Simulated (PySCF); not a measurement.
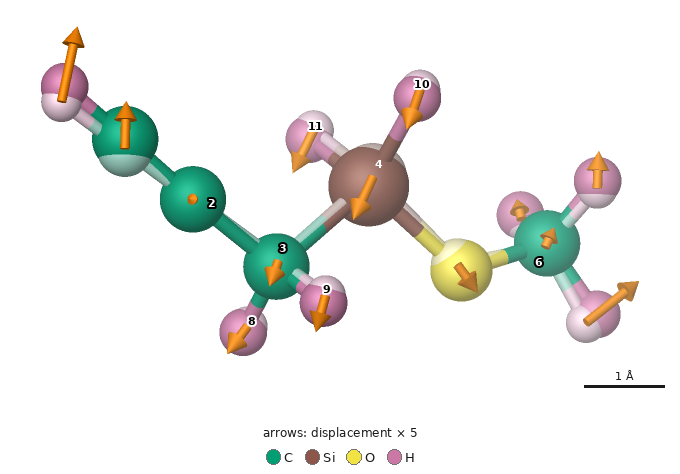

A relaxation of C4H8OSi. The starting structure is drawn faded, the final one solid; orange arrows show the displacements, 5 times their true length. The two geometries are superimposed by the best rigid fit.

The picture is a ball-and-stick view, seen from a free direction.

The start comes from GFN2-xTB. Its atoms were then displaced at random by about 0.01 Å.

Method: PySCF 2.14.0, density-fitted response routines, PBE0-D3(BJ)/def2-SVP geometry optimisation, gas phase. 

**Which element moves most?**

Hydrogen: up to 0.20 Å, against 0.13 Å for silicon.

**What happened in the run?**

The energy falls by 7.08 kcal/mol in 6 geometry steps. An H atom moves most after the best rigid fit: 0.20 Å. Largest moves by element: H 0.20 Å, Si 0.13 Å, C 0.12 Å, O 0.09 Å. Among the contacts that change: O–Si 1.598 → 1.664 Å, C–Si 1.939 → 1.885 Å, C–C 1.167 → 1.212 Å, H–Si 1.463 → 1.495 Å. Bond angles that change, for instance: C–Si–O 101.4° → 105.7°, C–C–C 179.7° → 176.9°, O–Si–H 113.4° → 110.9°.
